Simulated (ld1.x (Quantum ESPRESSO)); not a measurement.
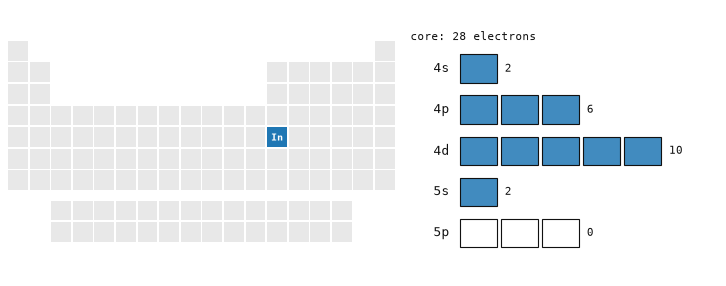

Left, the place of indium in the periodic table; right, the valence shells of the reference configuration: a box for each of the 2l + 1 orbitals, shaded by the share of the shell that is filled, with the electron count at the right.

**Pseudopotential generation: In (part 1 of 2)**

Indium (In, Z = 49), core [Ar] 3d10, reference valence 4s2 4p6 4d10 5s2 5p0 (an ion of charge +1), valence charge 21. Computed at this level: TM potential, PBE, scalar-relativistic, made with ld1.x (Quantum ESPRESSO) 7.5.

**Results in brief**

- outcome: generated; the pseudo-atom misses its reference levels by up to 0.28 eV (5s, which has no pseudo-wave of its own)
- reference test: the pseudo-atom misses its own reference levels by up to 0.28 eV
- cutoffs needed: 140 Ry and 230 Ry (the cutoffs, on a coarse ladder, from which the occupation-weighted sum of valence levels, in a spherical-Bessel basis at the reference potential, stays within 10 and 1 mRy of its value at 400 Ry); ghost states and empty shells don't enter this sum
- ghost test: no ghost state below the valence levels in the s, p, d, f channels (spherical-Bessel basis up to 400 Ry, 20 bohr box)
- largest excitation error: -1261 meV (all-electron minus pseudo) for 4s2 4p6 4d10 5s0 5p0, out of 7 test configurations
- range over which the phases arctan(r u′/u) at the test radius agree within 0.05 rad (a looser test near the poles than one of phase shifts): s: up to about 0.3 Ry; p: up to about 2.7 Ry; d: over the whole range computed
- hardware: 1 CPU thread, shared host
- wall time: 1.6 s

**Notes**

An excitation error of 1261 meV in its own tests makes this a poorly transferable potential.

**Input**
```
 &input
   title='In', zed=49., rel=1, dft='PBE', iswitch=3,
   config='[Kr] 4d10 5s2 5p0',
   nld=3, rlderiv=1.45, eminld=-11.0, emaxld=5.0, deld=0.04
 /
 &inputp
   pseudotype=2, tm=.true., lloc=2,
   nlcc=.true., new_core_ps=.true., rcore=1.00,
   file_pseudopw='In.UPF', file_wfcaegen='ae.wfc', file_wfcncgen='nc.wfc', file_beta='beta', file_chi='chi'
 /
3
4S  1  0   2.00   0.00  1.10  1.10  0.0
4P  2  1   6.00   0.00  1.34  1.34  0.0
4D  3  2  10.00   0.00  1.14  1.14  0.0
 &test
   configts(1)='4s2 4p6 4d10 5s2 5p0'
 /
```

**Input of the test run**
```
 &input
   title='In', zed=49., rel=1, dft='PBE', iswitch=2,
   config='[Kr] 4d10 5s2 5p0'
 /
 &test
   file_pseudo='In.UPF', nconf=8,
   configts(1)='4s2 4p6 4d10 5s2 5p0',
   configts(2)='4s2 4p6 4d10 5s2 5p1',
   configts(3)='4s2 4p6 4d10 5s1 5p0',
   configts(4)='4s2 4p6 4d10 5s0 5p0',
   configts(5)='4s2 4p6 4d10 5s0 5p3',
   configts(6)='4s2 4p6 4d9 5s2 5p2',
   configts(7)='4s2 4p6 4d9 5s2 5p1',
   configts(8)='4s2 4p6 4d10 5s2 5p1.3'
 /
```

Run as:
```bash
ld1.x < In.in > In.out
```

**The program's output**
```
     Program LD1 v.7.5
     --------------------------- All-electron run ----------------------------

     In
     scalar relativistic calculation

     atomic number is 49.00
     dft =PBE   lsd =0 sic =0 latt =0  beta=0.20 tr2=1.0E-14
     Exchange-correlation= PBE
                           (   1   4   3   4   0   0   0)
     mesh =1241 r(mesh) = 100.30140 a.u. xmin = -7.00 dx = 0.01250
     1 Ry =  13.60569312 eV, c = 137.03599908

     n l     nl                  e(Ry)          e(Ha)          e(eV)
     1 0     1S 1( 2.00)     -2040.4618     -1020.2309    -27761.8971
     2 0     2S 1( 2.00)      -305.9826      -152.9913     -4163.1056
     2 1     2P 1( 6.00)      -274.6867      -137.3433     -3737.3027
     3 0     3S 1( 2.00)       -58.5072       -29.2536      -796.0309
     3 1     3P 1( 6.00)       -48.2591       -24.1295      -656.5983
     4 0     4S 1( 2.00)        -9.3434        -4.6717      -127.1231
     4 1     4P 1( 6.00)        -6.2914        -3.1457       -85.5983
     3 2     3D 1(10.00)       -32.3522       -16.1761      -440.1735
     4 2     4D 1(10.00)        -1.9163        -0.9582       -26.0728
     5 0     5S 1( 2.00)        -1.0969        -0.5485       -14.9247
     5 1     5P 1( 0.00)        -0.6197        -0.3098        -8.4313

     final scf error:  8.9E-15 reached in  26 iterations

     Etot =  -11762.883901 Ry,   -5881.441951 Ha, -160042.188604 eV

     Ekin =   12260.741997 Ry,    6130.370998 Ha,  166815.893070 eV
     Encl =  -28416.073861 Ry,  -14208.036930 Ha, -386620.380710 eV
     Eh   =    4711.107852 Ry,    2355.553926 Ha,   64097.887702 eV
     Exc  =    -318.659889 Ry,    -159.329945 Ha,   -4335.588665 eV

     normalization and overlap integrals

     s(1S/1S) =  1.000000  <r> =   0.0297  <r2> =    0.0012  r(max) =   0.0192
     s(2S/2S) =  1.000000  <r> =   0.1285  <r2> =    0.0195  r(max) =   0.1090
     s(2P/2P) =  1.000000  <r> =   0.1122  <r2> =    0.0154  r(max) =   0.0870
     s(3S/3S) =  1.000000  <r> =   0.3486  <r2> =    0.1390  r(max) =   0.3153
     s(3P/3P) =  1.000000  <r> =   0.3471  <r2> =    0.1399  r(max) =   0.3075
     s(4S/4S) =  1.000000  <r> =   0.8481  <r2> =    0.8144  r(max) =   0.7658
     s(4P/4P) =  1.000000  <r> =   0.9219  <r2> =    0.9726  r(max) =   0.8152
     s(3D/3D) =  1.000000  <r> =   0.3243  <r2> =    0.1250  r(max) =   0.2581
     s(4D/4D) =  1.000000  <r> =   1.1783  <r2> =    1.6645  r(max) =   0.9354
     s(5S/5S) =  1.000000  <r> =   2.4822  <r2> =    7.0059  r(max) =   2.1079
     s(5P/5P) =  1.000000  <r> =   3.1915  <r2> =   11.6886  r(max) =   2.6397

     ------------------------ End of All-electron run ------------------------

     --------------------- Generating NC pseudopotential ---------------------

      Generating local pot.: lloc=2, matching radius rcloc =   1.1400

      Computing core charge for nlcc:

       r > 1.01 : true rho core
      Core charge pseudized with two Bessel functions
      Integrated core pseudo-charge :   3.51

      Wfc   4S  rcut= 1.087  Using Troullier-Martins method

      Wfc   4P  rcut= 1.327  Using Troullier-Martins method

     ------------------- End of pseudopotential generation -------------------

     --------------------------- All-electron run ----------------------------

     In
     scalar relativistic calculation

     atomic number is 49.00
     dft =PBE   lsd =0 sic =0 latt =0  beta=0.20 tr2=1.0E-14
     Exchange-correlation= PBE
                           (   1   4   3   4   0   0   0)
     mesh =1241 r(mesh) = 100.30140 a.u. xmin = -7.00 dx = 0.01250
     1 Ry =  13.60569312 eV, c = 137.03599908

     n l     nl                  e(Ry)          e(Ha)          e(eV)
     1 0     1S 1( 2.00)     -2040.4618     -1020.2309    -27761.8971
     2 0     2S 1( 2.00)      -305.9826      -152.9913     -4163.1056
     2 1     2P 1( 6.00)      -274.6867      -137.3433     -3737.3027
     3 0     3S 1( 2.00)       -58.5072       -29.2536      -796.0309
     3 1     3P 1( 6.00)       -48.2591       -24.1295      -656.5983
     4 0     4S 1( 2.00)        -9.3434        -4.6717      -127.1231
     4 1     4P 1( 6.00)        -6.2914        -3.1457       -85.5983
     3 2     3D 1(10.00)       -32.3522       -16.1761      -440.1735
     4 2     4D 1(10.00)        -1.9163        -0.9582       -26.0728
     5 0     5S 1( 2.00)        -1.0969        -0.5485       -14.9247
     5 1     5P 1( 0.00)        -0.6197        -0.3098        -8.4313

     final scf error:  8.9E-15 reached in  26 iterations

     Etot =  -11762.883901 Ry,   -5881.441951 Ha, -160042.188604 eV

     Ekin =   12260.741997 Ry,    6130.370998 Ha,  166815.893070 eV
     Encl =  -28416.073861 Ry,  -14208.036930 Ha, -386620.380710 eV
     Eh   =    4711.107852 Ry,    2355.553926 Ha,   64097.887702 eV
     Exc  =    -318.659889 Ry,    -159.329945 Ha,   -4335.588665 eV

     normalization and overlap integrals

     s(1S/1S) =  1.000000  <r> =   0.0297  <r2> =    0.0012  r(max) =   0.0192
     s(2S/2S) =  1.000000  <r> =   0.1285  <r2> =    0.0195  r(max) =   0.1090
     s(2P/2P) =  1.000000  <r> =   0.1122  <r2> =    0.0154  r(max) =   0.0870
     s(3S/3S) =  1.000000  <r> =   0.3486  <r2> =    0.1390  r(max) =   0.3153
     s(3P/3P) =  1.000000  <r> =   0.3471  <r2> =    0.1399  r(max) =   0.3075
     s(4S/4S) =  1.000000  <r> =   0.8481  <r2> =    0.8144  r(max) =   0.7658
     s(4P/4P) =  1.000000  <r> =   0.9219  <r2> =    0.9726  r(max) =   0.8152
     s(3D/3D) =  1.000000  <r> =   0.3243  <r2> =    0.1250  r(max) =   0.2581
     s(4D/4D) =  1.000000  <r> =   1.1783  <r2> =    1.6645  r(max) =   0.9354
     s(5S/5S) =  1.000000  <r> =   2.4822  <r2> =    7.0059  r(max) =   2.1079
     s(5P/5P) =  1.000000  <r> =   3.1915  <r2> =   11.6886  r(max) =   2.6397

     ------------------------ End of All-electron run ------------------------

     Computing logarithmic derivative in   1.45783
     Computing logarithmic derivative in   1.45783
     Computing the partial wave expansion
     R is outside the sphere for l=    0 j= 0.00
     R is outside the sphere for l=    1 j= 0.00
       no projector for channel:   2

     ---------------------- Testing the pseudopotential ----------------------

     In
     scalar relativistic calculation

     atomic number is 49.00   valence charge is 21.00
     dft =PBE   lsd =0 sic =0 latt =0  beta=0.20 tr2=1.0E-14
     mesh =1241 r(mesh) = 100.30140 xmin = -7.00 dx = 0.01250

     n l     nl             e AE (Ry)        e PS (Ry)    De AE-PS (Ry)
     1 0     4S   1( 2.00)       -9.34337       -9.34343        0.00006
     2 1     4P   1( 6.00)       -6.29136       -6.29138        0.00002
     3 2     4D   1(10.00)       -1.91631       -1.91632        0.00001
     2 0     5S   1( 2.00)       -1.09694       -1.11737        0.02043  !
     3 1     5P   1( 0.00)       -0.61969       -0.62548        0.00579  !

     eps = 9.1E-15  iter = 17

     Etot =  -11762.883901 Ry,   -5881.441951 Ha, -160042.188604 eV
     Etotps =  -384.499997 Ry,    -192.249999 Ha,   -5231.388971 eV

     Ekin =     138.546188 Ry,      69.273094 Ha,    1885.016914 eV
     Encl =    -817.934564 Ry,    -408.967282 Ha,  -11128.566672 eV
     Ehrt =     312.062267 Ry,     156.031134 Ha,    4245.823441 eV
     Ecxc =     -38.559898 Ry,     -19.279949 Ha,    -524.634142 eV
     (Ecc =      -3.465430 Ry,      -1.732715 Ha,     -47.149577 eV)
     Epseu=      21.386010 Ry,      10.693005 Ha,     290.971488 eV

     ---------------------- End of pseudopotential test ----------------------
```

**Output of the test run (extracts)**
```
     ---------------------- Testing the pseudopotential ----------------------

     In
     scalar relativistic calculation

     atomic number is 49.00   valence charge is 21.00
     dft =PBE   lsd =0 sic =0 latt =0  beta=0.20 tr2=1.0E-14
     mesh =1241 r(mesh) = 100.30140 xmin = -7.00 dx = 0.01250

     n l     nl             e AE (Ry)        e PS (Ry)    De AE-PS (Ry)
     1 0     4S   1( 2.00)       -9.34337       -9.34343        0.00006
     2 1     4P   1( 6.00)       -6.29136       -6.29138        0.00002
     3 2     4D   1(10.00)       -1.91631       -1.91632        0.00001
     2 0     5S   1( 2.00)       -1.09694       -1.11737        0.02043  !
     3 1     5P   1( 0.00)       -0.61969       -0.62548        0.00579  !

     eps = 9.1E-15  iter = 17

     Etot =  -11762.883901 Ry,   -5881.441951 Ha, -160042.188603 eV
     Etotps =  -384.499997 Ry,    -192.249999 Ha,   -5231.388972 eV

     Ekin =     138.546188 Ry,      69.273094 Ha,    1885.016914 eV
     Encl =    -817.934564 Ry,    -408.967282 Ha,  -11128.566672 eV
     Ehrt =     312.062267 Ry,     156.031134 Ha,    4245.823441 eV
     Ecxc =     -38.559898 Ry,     -19.279949 Ha,    -524.634142 eV
     (Ecc =      -3.465430 Ry,      -1.732715 Ha,     -47.149577 eV)
     Epseu=      21.386010 Ry,      10.693005 Ha,     290.971488 eV

     ---------------------- End of pseudopotential test ----------------------

     ---------------------- Testing the pseudopotential ----------------------

     In
     scalar relativistic calculation

     atomic number is 49.00   valence charge is 21.00
     dft =PBE   lsd =0 sic =0 latt =0  beta=0.20 tr2=1.0E-14
     mesh =1241 r(mesh) = 100.30140 xmin = -7.00 dx = 0.01250

     n l     nl             e AE (Ry)        e PS (Ry)    De AE-PS (Ry)
     1 0     4S   1( 2.00)       -8.79479       -8.78446       -0.01033  !
     2 1     4P   1( 6.00)       -5.74245       -5.73224       -0.01020  !
     3 2     4D   1(10.00)       -1.36879       -1.35884       -0.00995  !
     2 0     5S   1( 2.00)       -0.60349       -0.60797        0.00447
     3 1     5P   1( 1.00)       -0.18511       -0.17442       -0.01068  !

     eps = 5.2E-15  iter = 13

     Etot =  -11763.278081 Ry,   -5881.639040 Ha, -160047.551690 eV
     Etotps =  -384.890692 Ry,    -192.445346 Ha,   -5236.704641 eV
     dEtot_ae =      -0.394180 Ry
     dEtot_ps =      -0.390694 Ry,   Delta E=      -0.003485 Ry

     Ekin =     138.883777 Ry,      69.441888 Ha,    1889.610049 eV
     Encl =    -829.616442 Ry,    -414.808221 Ha,  -11287.506721 eV
     Ehrt =     323.420869 Ry,     161.710434 Ha,    4400.365089 eV
     Ecxc =     -38.963307 Ry,     -19.481653 Ha,    -530.122791 eV
     (Ecc =      -3.465430 Ry,      -1.732715 Ha,     -47.149577 eV)
     Epseu=      21.384411 Ry,      10.692206 Ha,     290.949734 eV

     ---------------------- End of pseudopotential test ----------------------

     ---------------------- Testing the pseudopotential ----------------------

     In
     scalar relativistic calculation

     atomic number is 49.00   valence charge is 21.00
     dft =PBE   lsd =0 sic =0 latt =0  beta=0.20 tr2=1.0E-14
     mesh =1241 r(mesh) = 100.30140 xmin = -7.00 dx = 0.01250

     n l     nl             e AE (Ry)        e PS (Ry)    De AE-PS (Ry)
     1 0     4S   1( 2.00)      -10.12208      -10.14159        0.01951  !
     2 1     4P   1( 6.00)       -7.06995       -7.08854        0.01859  !
     3 2     4D   1(10.00)       -2.68486       -2.70229        0.01743  !
     2 0     5S   1( 1.00)       -1.73982       -1.78571        0.04590  !
     3 1     5P   1( 0.00)       -1.19185       -1.22136        0.02952  !

     eps = 6.8E-15  iter = 12

     Etot =  -11761.470178 Ry,   -5880.735089 Ha, -160022.953921 eV
     Etotps =  -383.053106 Ry,    -191.526553 Ha,   -5211.703006 eV
     dEtot_ae =       1.413723 Ry
     dEtot_ps =       1.446892 Ry,   Delta E=      -0.033169 Ry

     Ekin =     138.502205 Ry,      69.251102 Ha,    1884.418498 eV
     Encl =    -801.214994 Ry,    -400.607497 Ha,  -10901.085336 eV
     Ehrt =     296.703661 Ry,     148.351831 Ha,    4036.858966 eV
     Ecxc =     -37.910895 Ry,     -18.955448 Ha,    -515.804009 eV
     (Ecc =      -3.465430 Ry,      -1.732715 Ha,     -47.149577 eV)
     Epseu=      20.866917 Ry,      10.433459 Ha,     283.908875 eV

     ---------------------- End of pseudopotential test ----------------------
```

(Continued in part 2.)
